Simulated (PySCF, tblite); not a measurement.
# C₁₇H₁₈: electronic excitations, NMR shifts

Wanted: electronic excitations, NMR shifts for C₁₇H₁₈ (`c1cc2ccc1CCCc1ccc(cc1)CC2`).

Programs: tblite 0.8.0 and PySCF 2.14.0, with routines of our own; each step states its level. All values are computed. Atoms count from 0.

## 1. The starting structure

35 atoms, charge 0, multiplicity 1; geometry from: force field, distance geometry or constructed start.

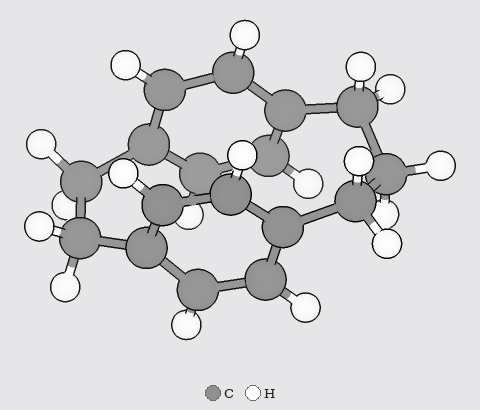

The starting geometry (carbon grey, hydrogen white).

## 2. Relaxing the molecule with GFN2-xTB

What the job is given:

```
{"job": {"kind": "relax", "xc": "GFN2-xTB", "basis": "xTB"}, "charge": 0, "multiplicity": 1}
C      1.718800    -0.124000    -1.210800
C      1.387700     1.239400    -1.235700
C      1.146100     1.910000    -0.026600
C      1.469100     1.291600     1.175900
C      1.784200    -0.074700     1.202400
C      1.783100    -0.811200     0.005700
C      1.729900    -2.318400     0.044900
C      0.466200    -2.944900    -0.586300
C     -0.876600    -2.754300     0.163200
C     -1.425400    -1.343100     0.150400
C     -1.560200    -0.627600     1.342600
C     -1.703100     0.761100     1.319000
C     -1.697500     1.443300     0.099200
C     -1.812000     0.704100    -1.092900
C     -1.681700    -0.680400    -1.061100
C     -1.277700     2.900800     0.046300
C      0.272900     3.158600    -0.023000
H      1.769400    -0.666100    -2.151600
H      1.179700     1.715500    -2.180100
H      1.323400     1.804800     2.129400
H      1.889500    -0.571300     2.159100
H      2.611700    -2.697000    -0.483300
H      1.824700    -2.672600     1.088100
H      0.357800    -2.621100    -1.629700
H      0.640500    -4.027800    -0.634800
H     -1.641400    -3.403800    -0.292200
H     -0.761000    -3.101600     1.195300
H     -1.416400    -1.120500     2.303300
H     -1.645600     1.314800     2.252300
H     -1.849000     1.210000    -2.048800
H     -1.634900    -1.228800    -2.002600
H     -1.688200     3.426300     0.912800
H     -1.751200     3.379200    -0.828500
H      0.563200     3.792700     0.825900
H      0.497400     3.756600    -0.920300
```

On the command line:

```console
$ OMP_NUM_THREADS=1 python large_run.py task.json out
```

The driver reads the jobs from task.json and runs them one after another.

Output:

```text
step      E/eV     max force
  0   -1239.79738    1.193
  1   -1239.87654    0.643
  2   -1239.93677    0.489
  3   -1240.01466    0.588
  4   -1240.04275    0.365
  5   -1240.06642    0.252
  6   -1240.08124    0.303
  7   -1240.09505    0.295
  8   -1240.10246    0.151
  9   -1240.10726    0.117
 10   -1240.11106    0.131
 11   -1240.11506    0.160
 12   -1240.11950    0.134
 13   -1240.12415    0.108
 14   -1240.12857    0.115
 15   -1240.13273    0.126
 16   -1240.13650    0.104
 17   -1240.13960    0.098
 18   -1240.14204    0.077
 19   -1240.14410    0.084
 20   -1240.14603    0.102
 21   -1240.14752    0.089
 22   -1240.14831    0.052
 23   -1240.14867    0.032
 24   -1240.14890    0.023
 25   -1240.14906    0.025
 26   -1240.14915    0.019
```

Run time: 0.85 s. Hardware: 1 thread of Arm Neoverse N1, shared host; peak memory 0.19 GiB.

Step by step:

```tsv
step	energy from step 0 (eV)	largest force (eV/Å)
0	0.0000	1.1940
1	-0.0792	0.6429
2	-0.1394	0.4883
3	-0.2173	0.5876
4	-0.2454	0.3657
5	-0.2690	0.2525
6	-0.2839	0.3035
7	-0.2977	0.2952
8	-0.3051	0.1510
9	-0.3099	0.1167
10	-0.3137	0.1315
11	-0.3177	0.1602
13	-0.3268	0.1078
14	-0.3312	0.1151
15	-0.3354	0.1259
16	-0.3391	0.1041
18	-0.3447	0.0770
19	-0.3467	0.0844
20	-0.3487	0.1016
22	-0.3509	0.0517
23	-0.3513	0.0321
24	-0.3515	0.0232
25	-0.3517	0.0254
26	-0.3518	0.0191
```

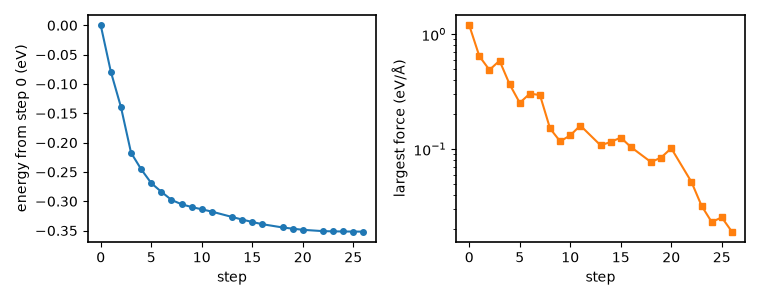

Energy and largest force along the relaxation.

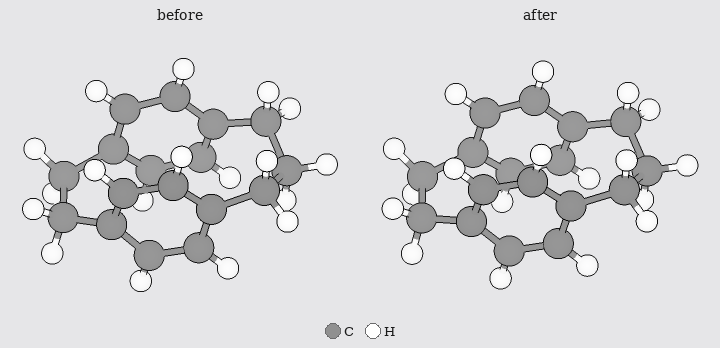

Before and after, at one scale.

Distances of close pairs at the start and the end, largest changes first:

```tsv
bond	before (Å)	after (Å)	change (Å)
C2–C16	1.524	1.500	-0.023
C0–C1	1.403	1.381	-0.022
C3–C4	1.402	1.382	-0.020
C4–C5	1.405	1.388	-0.018
C12–C13	1.407	1.390	-0.017
C12–C15	1.518	1.500	-0.017
C9–C14	1.404	1.390	-0.014
C10–C11	1.396	1.382	-0.014
```

The next job starts from the end point, and lists it.

## 3. Infrared spectrum with GFN2-xTB

What the job is given:

```
{"job": {"kind": "ir", "xc": "GFN2-xTB", "basis": "xTB"}, "charge": 0, "multiplicity": 1}
C      1.585712    -0.143574    -1.180860
C      1.254462     1.196685    -1.204416
C      1.024138     1.891640    -0.022805
C      1.325841     1.254325     1.173894
C      1.645442    -0.090078     1.196240
C      1.673489    -0.831812     0.023781
C      1.711418    -2.334036     0.049803
C      0.465100    -2.965668    -0.596357
C     -0.857403    -2.759835     0.164068
C     -1.308275    -1.326161     0.155095
C     -1.421197    -0.597138     1.330427
C     -1.555378     0.778145     1.298710
C     -1.577068     1.460485     0.088930
C     -1.670380     0.710648    -1.077733
C     -1.549097    -0.664387    -1.043482
C     -1.283114     2.930790     0.035580
C      0.269174     3.188114    -0.028673
H      1.705611    -0.677585    -2.113043
H      1.107843     1.692086    -2.154095
H      1.236498     1.796672     2.104560
H      1.802867    -0.582082     2.145890
H      2.587285    -2.691908    -0.500435
H      1.799922    -2.681384     1.081383
H      0.355059    -2.573266    -1.608171
H      0.639743    -4.041652    -0.676191
H     -1.615616    -3.388700    -0.312849
H     -0.739901    -3.101539     1.194716
H     -1.330997    -1.099011     2.283674
H     -1.567429     1.334604     2.225433
H     -1.771859     1.212397    -2.030043
H     -1.569596    -1.222644    -1.968801
H     -1.685035     3.424402     0.920807
H     -1.751096     3.375826    -0.842911
H      0.561012     3.793763     0.829652
H      0.495966     3.751410    -0.934240
```

Output:

```text
mode    cm-1     km/mol
  1      28.8      0.02
  2      66.7      0.02
  3     128.9      0.14
  4     133.3      0.01
  5     183.6      0.10
  6     233.4      0.30
  7     235.1      0.04
  8     256.8      0.02
  9     313.4      0.61
 10     323.0      0.16
 11     341.4      0.04
 12     365.9      0.26
 13     384.9      0.09
 14     404.0      0.08
 15     426.5      0.07
 16     453.1      0.10
 17     472.7      4.63
 18     482.9      0.17
 19     543.9      1.05
 20     587.9      3.50
 21     606.1      0.02
 22     610.2      0.10
 23     670.6      2.54
 24     690.3      0.28
 25     708.3      3.36
 26     771.4      1.62
 27     802.0      0.37
 28     812.3     26.04
 29     824.0      2.11
 30     829.3      1.73
 31     852.9      0.46
 32     868.7      0.18
 33     877.6      0.07
 34     885.8      5.79
 35     902.3      1.18
 36     910.9      0.02
 37     918.3      5.16
 38     923.1      0.12
 39     929.5      0.03
 40     948.1      6.28
 41     976.9      0.61
 42     981.5      0.15
 43    1016.4      0.11
 44    1026.3      0.03
 45    1042.9      9.52
 46    1082.2      1.12
 47    1125.5      0.30
 48    1137.7      0.22
 49    1156.1      0.28
 50    1163.4      1.45
 51    1196.9      0.84
 52    1198.8      0.19
 53    1202.0      0.45
 54    1203.8      0.11
 55    1213.5      9.92
 56    1216.0      1.74
 57    1224.4      0.77
 58    1254.8      1.20
 59    1255.2      0.66
 60    1280.6      1.38
 61    1284.6      0.32
 62    1290.0      0.27
 63    1320.5      0.28
 64    1321.6      0.61
 65    1326.3      1.37
 66    1338.7      1.75
 67    1340.1      0.77
 68    1351.3      2.69
 69    1419.8      0.02
 70    1423.0      0.28
 71    1469.7      0.07
 72    1473.9      0.58
 73    1476.5      1.16
 74    1483.4      0.29
 75    1491.6      0.06
 76    1503.9      0.58
 77    1505.7     23.15
 78    1582.8      0.08
 79    1584.4      0.13
 80    1612.3      3.13
 81    1613.1      0.63
 82    2943.1     40.42
 83    2944.2     28.71
 84    2963.0     64.80
 85    2976.5      0.46
 86    2979.0      7.26
 87    2980.7     72.34
 88    2991.5     21.42
 89    2995.4     45.92
 90    2998.8     50.44
 91    3000.4     72.75
 92    3060.3      0.64
 93    3062.1      0.71
 94    3063.3      0.30
 95    3064.7     69.36
 96    3071.9      0.92
 97    3075.2     11.59
 98    3076.8    188.23
 99    3078.1     11.56
```

Wall time 5.9 s (1 thread of Arm Neoverse N1, shared host); peak memory 0.19 GiB.

Which atoms move in the most intense modes:

```tsv
cm⁻¹	km/mol	atoms
2943	40.4	H21 86 %
2963	64.8	H24 75 %
2981	72.3	H22 49 %, H26 24 %, H24 10 %
2995	45.9	H32 26 %, H33 24 %, H34 22 %, H31 18 %
2999	50.4	H23 79 %
3000	72.8	H33 27 %, H34 24 %, H31 24 %, H32 21 %
3065	69.4	H20 21 %, H27 13 %, H19 12 %, H29 11 %
3077	188.2	H30 25 %, H29 17 %, H19 13 %, H17 12 %
```

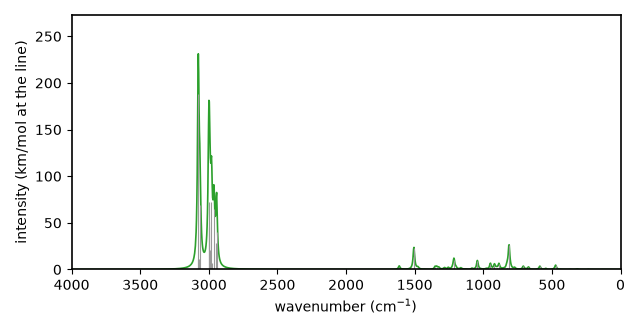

The infrared spectrum from these modes, unscaled. Lines are broadened to a width of 14 cm⁻¹ (Lorentzian).

## 4. Electronic excitations: TDDFT LC-wPBE/6-31G*

Settings changed since step 3:

```diff
@@ -1,2 +1,2 @@
-{"job": {"kind": "ir", "xc": "GFN2-xTB", "basis": "xTB"}, "charge": 0, "multiplicity": 1}
+{"job": {"kind": "uv", "basis": "6-31G*", "grid": 1, "kgrid": 0, "vcut": null, "nstates": 8, "ntriplets": 3, "tda": false, "delta": ["ip_vertical", "ea_vertical", "triplet_vertical"], "pop": true, "xc": "LC-wPBE"}, "charge": 0, "multiplicity": 1}
 C      1.585712    -0.143574    -1.180860
```

Level: TDDFT LC-wPBE/6-31G*, vertical, gas phase, core orbitals frozen in the response.

Output:

```text
start: PBE on a coarse grid of 27630 points
cycle   1  E = -657.7068844268  dE =  2.406e+00  |g| = 8.632e-01  |ddm| = 6.012e+00
cycle   2  E = -657.4713692312  dE =  2.355e-01  |g| = 1.281e+00  |ddm| = 3.104e+00
cycle   3  E = -657.9220621001  dE = -4.507e-01  |g| = 1.326e-01  |ddm| = 2.161e+00
cycle   4  E = -657.9255016733  dE = -3.440e-03  |g| = 5.575e-02  |ddm| = 2.359e-01
cycle   5  E = -657.9260415401  dE = -5.399e-04  |g| = 2.925e-02  |ddm| = 8.059e-02
cycle   6  E = -657.9262215728  dE = -1.800e-04  |g| = 1.490e-02  |ddm| = 4.667e-02
cycle   7  E = -657.9262811977  dE = -5.962e-05  |g| = 3.062e-03  |ddm| = 1.897e-02
final grid: 118186 points
cycle   8  E = -658.1533250645  dE = -1.486e-02  |g| = 3.685e-02  |ddm| = 8.484e-01
cycle   9  E = -658.1541135551  dE = -7.885e-04  |g| = 1.111e-02  |ddm| = 1.539e-01
cycle  10  E = -658.1541702217  dE = -5.667e-05  |g| = 6.151e-03  |ddm| = 3.836e-02
cycle  11  E = -658.1541812856  dE = -1.106e-05  |g| = 1.795e-03  |ddm| = 1.086e-02
cycle  12  E = -658.1541839324  dE = -2.647e-06  |g| = 6.150e-04  |ddm| = 2.645e-03
cycle  13  E = -658.1541824775  dE =  1.455e-06  |g| = 1.733e-04  |ddm| = 1.073e-03
cycle  14  E = -658.1541824463  dE =  3.122e-08  |g| = 4.162e-05  |ddm| = 5.478e-04
converged SCF energy = -658.1541824463
Vertical ionisation energy (delta-SCF) = 7.6152 eV   <S^2> = 0.768

Static polarisability (au): isotropic 147.157, principal 98.694 148.927 193.850

Singlet excitations
state   eV       nm        f      main configurations
  1   4.6892    264.4   0.00000   H->L 0.64, H-1->L+1 0.18
  2   5.2284    237.1   0.00006   H->L+1 0.62, H-1->L 0.21, H->L 0.11
  3   5.4783    226.3   0.00324   H-2->L 0.32, H-1->L+2 0.25, H->L+3 0.22
  4   5.6800    218.3   0.00433   H-1->L 0.71, H->L+1 0.25
  5   5.7894    214.2   0.00011   H-1->L+1 0.74, H->L 0.21
  6   6.2920    197.1   0.14525   H->L+2 0.41, H-2->L+1 0.26, H-3->L 0.13
  7   6.9649    178.0   0.00488   H->L+2 0.46, H-2->L+1 0.33, H-2->L 0.18
  8   7.1677    173.0   0.18923   H-2->L 0.40, H-1->L+2 0.26, H-2->L+1 0.20

Triplet excitations (Tamm-Dancoff, eV): 3.3955 3.8331 4.0930
```

Wall time 4.2 min (1 thread of Arm Neoverse N1, shared host); peak memory 0.7 GiB.

Warnings kept with the result: triplet_vertical: open-shell SCF did not converge.

The orbitals next to the gap, with their largest atomic shares:

```tsv
orbital	eV	atoms
HOMO−4	-11.25	C12 8 %, C2 8 %, C15 6 %
HOMO−3	-10.14	C1 13 %, C13 13 %, C3 12 %
HOMO−2	-9.27	C5 13 %, C9 13 %, C2 12 %
HOMO−1	-8.47	C10 13 %, C4 13 %, C0 12 %
HOMO	-8.06	C12 15 %, C2 15 %, C9 13 %
LUMO	1.82	C14 15 %, C0 15 %, C11 14 %
LUMO+1	2.05	C2 12 %, C12 12 %, C5 12 %
LUMO+2	3.06	C9 14 %, C5 14 %, C12 13 %
LUMO+3	3.57	C1 14 %, C13 14 %, C4 12 %
```

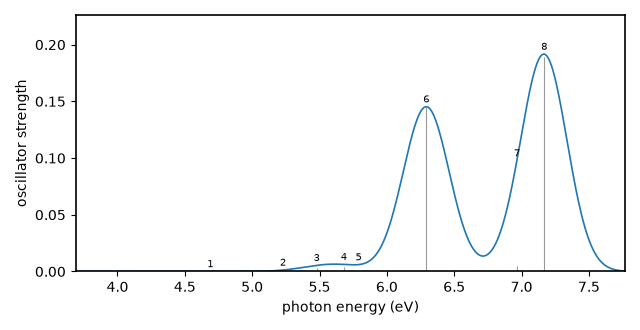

Absorption spectrum from the 8 singlet states computed; above the last one it falls off for lack of states. Lines are broadened to a width of 0.40 eV (Gaussian).

Ground-state properties from the same run:

```tsv
property	computed
dipole moment (D)	0.28
polarisability (Å³)	21.81
HOMO–LUMO gap (eV)	9.89
−ε(HOMO) (eV)	8.06
```

## 5. NMR shifts: GIAO KT3/pcSseg-1

Settings changed since step 4:

```diff
@@ -1,2 +1,2 @@
-{"job": {"kind": "uv", "basis": "6-31G*", "grid": 1, "kgrid": 0, "vcut": null, "nstates": 8, "ntriplets": 3, "tda": false, "delta": ["ip_vertical", "ea_vertical", "triplet_vertical"], "pop": true, "xc": "LC-wPBE"}, "charge": 0, "multiplicity": 1}
+{"job": {"kind": "nmr", "basis": "pcSseg-1", "pop": false, "xc": "KT3"}, "charge": 0, "multiplicity": 1}
 C      1.585712    -0.143574    -1.180860
```

With the program's defaults for keys left out, this is: GIAO KT3/pcSseg-1 NMR shielding, non-relativistic, gas phase.

Output:

```text
start: PBE on a coarse grid of 27630 points
cycle   1  E = -657.3321939248  dE =  2.364e+00  |g| = 8.456e-01  |ddm| = 6.096e+00
cycle   2  E = -657.0724449848  dE =  2.597e-01  |g| = 1.312e+00  |ddm| = 2.801e+00
cycle   3  E = -657.5337278384  dE = -4.613e-01  |g| = 1.516e-01  |ddm| = 2.023e+00
cycle   4  E = -657.5381895381  dE = -4.462e-03  |g| = 5.667e-02  |ddm| = 2.602e-01
cycle   5  E = -657.5387144084  dE = -5.249e-04  |g| = 3.015e-02  |ddm| = 7.610e-02
cycle   6  E = -657.5388927756  dE = -1.784e-04  |g| = 1.591e-02  |ddm| = 4.578e-02
cycle   7  E = -657.5389587848  dE = -6.601e-05  |g| = 3.572e-03  |ddm| = 1.974e-02
final grid: 250311 points
cycle   8  E = -669.4787007897  dE = -4.140e-02  |g| = 2.300e-02  |ddm| = 1.033e+00
cycle   9  E = -669.4786965709  dE =  4.219e-06  |g| = 2.449e-02  |ddm| = 7.889e-02
cycle  10  E = -669.4787289545  dE = -3.238e-05  |g| = 2.168e-02  |ddm| = 5.278e-02
cycle  11  E = -669.4788651634  dE = -1.362e-04  |g| = 3.449e-03  |ddm| = 2.735e-02
cycle  12  E = -669.4788675473  dE = -2.384e-06  |g| = 1.091e-03  |ddm| = 4.637e-03
cycle  13  E = -669.4788672811  dE =  2.662e-07  |g| = 3.148e-04  |ddm| = 1.367e-03
cycle  14  E = -669.4788693994  dE = -2.118e-06  |g| = 1.760e-04  |ddm| = 5.697e-04
cycle  15  E = -669.4788683947  dE =  1.005e-06  |g| = 6.998e-05  |ddm| = 2.956e-04
converged SCF energy = -669.4788683947

GIAO shielding tensors (ppm)
atom      isotropic    diamagn.    paramagn.     s11        s22        s33       span
  0 C       60.173     253.421    -193.248    -38.397     47.187    171.728    210.125
  1 C       56.931     254.449    -197.518    -39.975     47.485    163.283    203.258
  2 C       51.783     263.803    -212.020    -43.738     19.779    179.308    223.046
  3 C       56.739     254.623    -197.884    -40.218     47.415    163.022    203.241
  4 C       57.311     253.084    -195.774    -38.194     50.441    159.685    197.879
  5 C       50.312     263.224    -212.911    -41.190     15.959    176.169    217.358
  6 C      143.561     247.740    -104.179    133.484    142.396    154.804     21.320
  7 C      145.683     249.530    -103.847    138.624    147.232    151.193     12.570
  8 C      143.577     247.757    -104.180    133.487    142.437    154.806     21.319
  9 C       50.301     263.222    -212.921    -41.195     15.941    176.157    217.352
 10 C       57.315     253.079    -195.764    -38.137     50.366    159.716    197.853
 11 C       56.731     254.606    -197.875    -40.233     47.369    163.057    203.290
 12 C       51.768     263.810    -212.042    -43.737     19.749    179.293    223.030
 13 C       56.921     254.440    -197.519    -39.986     47.564    163.186    203.173
 14 C       60.193     253.433    -193.240    -38.391     47.208    171.762    210.152
 15 C      146.387     249.565    -103.178    131.639    146.235    161.286     29.647
 16 C      146.400     249.562    -103.162    131.666    146.240    161.293     29.627
 17 H       25.015      35.400     -10.385     20.526     24.946     29.575      9.049
 18 H       25.449      36.018     -10.569     20.788     25.784     29.777      8.989
 19 H       25.452      36.127     -10.675     20.716     25.804     29.837      9.121
 20 H       25.251      35.767     -10.517     20.989     25.604     29.159      8.170
 21 H       28.340      28.406      -0.066     24.916     26.006     34.097      9.181
 22 H       29.457      32.433      -2.976     26.227     28.681     33.464      7.237
 23 H       29.692      34.075      -4.383     27.627     27.691     33.757      6.130
 24 H       29.542      28.111       1.430     25.962     27.160     35.503      9.542
 25 H       28.340      28.403      -0.062     24.917     26.006     34.097      9.180
 26 H       29.456      32.438      -2.982     26.229     28.679     33.462      7.233
 27 H       25.251      35.763     -10.512     20.990     25.606     29.158      8.168
 28 H       25.448      36.120     -10.672     20.712     25.797     29.834      9.122
 29 H       25.448      36.018     -10.570     20.788     25.785     29.771      8.983
 30 H       25.017      35.400     -10.383     20.526     24.946     29.579      9.052
 31 H       28.796      30.171      -1.375     25.424     26.567     34.397      8.972
 32 H       28.836      30.284      -1.448     25.419     26.656     34.431      9.012
 33 H       28.805      30.198      -1.393     25.421     26.585     34.408      8.987
 34 H       28.828      30.256      -1.428     25.424     26.637     34.423      8.998
```

It took 80 s on 1 thread of Arm Neoverse N1, shared host; peak memory 0.63 GiB.

The references, computed at this level on geometries of the same kind, shield at (ppm): 1H TMS 31.76, 13C TMS 184.7. Their shielding less the atom's gives the shift. The references are single molecules in the gas phase. Atoms listed in one row are averaged.

```tsv
atoms	environment	σ (ppm)	δ (ppm)
C5, C9	substituted aromatic carbon	50.3	134.4
C2, C12	substituted aromatic carbon	51.8	132.9
C1, C3, C11, C13	aromatic CH	56.8	127.9
C0, C4, C10, C14	aromatic CH	58.7	126.0
C6, C8	sp3 CH2 on an aromatic ring	143.6	41.2
C7	sp3 CH2 in a ring	145.7	39.0
C15, C16	sp3 CH2 on an aromatic ring	146.4	38.3
H17, H20, H27, H30	hydrogen on an aromatic CH	25.13	6.63
H18, H19, H28, H29	hydrogen on an aromatic CH	25.45	6.31
H31, H32, H33, H34	hydrogen on an sp3 CH2 on an aromatic ring	28.82	2.94
H21, H22, H25, H26	hydrogen on an sp3 CH2 on an aromatic ring	28.90	2.86
H23, H24	hydrogen on an sp3 CH2 in a ring	29.62	2.14
```

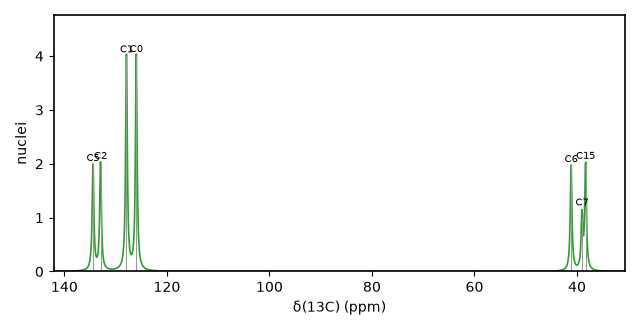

13C lines at the computed shifts, without couplings. Lines are broadened to a width of 0.38 ppm (Lorentzian).

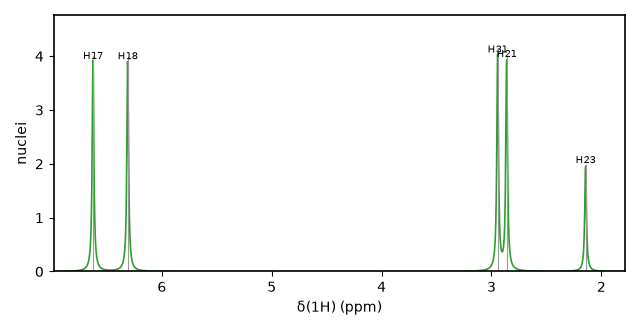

1H lines at the computed shifts, without couplings. Lines are broadened to a width of 0.02 ppm (Lorentzian).

Ring of atoms C0, C1, C2, C3, C4, C5: NICS(0) -8.4, NICS(1) -11.2, NICS(1)zz -36.4 ppm (means of both faces).

The two faces differ (NICS(1)zz -29.9 and -43.0 ppm).

## 6. Outcome

| quantity | value |
| --- | --- |
| strongest single infrared mode (GFN2-xTB) | 3077 cm⁻¹, 188 km/mol |
| zero-point energy (GFN2-xTB) | 186.1 kcal/mol |
| lowest singlet (LC-wPBE/6-31G*) | 4.69 eV (264 nm), f = 0.000 |
| brightest single state of those computed | state 8, 7.17 eV, f = 0.189 |
| lowest triplet | 3.40 eV |
| 13C shifts against TMS (KT3/pcSseg-1, means over atoms taken as alike) | 134.4, 132.9, 127.9, 126.0, 41.2, 39.0, 38.3 ppm |
| 1H shifts against TMS (KT3/pcSseg-1, means over atoms taken as alike) | 6.63, 6.31, 2.94, 2.86, 2.14 ppm |

In words: No mode is imaginary among the 99: a minimum at this level. GFN2-xTB is a fitted tight-binding method: band positions and strengths are rough. Its intensities can rank the bands wrongly. The lowest singlet, at 4.69 eV, is HOMO→LUMO 0.64, HOMO−1→LUMO+1 0.18 and is dark; of the 8 states computed, the strongest absorption comes from state 8 at 7.17 eV (the last computed, so partners may be missing). The lowest triplet lies 1.29 eV below the lowest singlet (triplets in Tamm-Dancoff, singlets in full TDDFT). The basis of LC-wPBE/6-31G* has no diffuse functions, so Rydberg states are missing and the high states are unreliable.
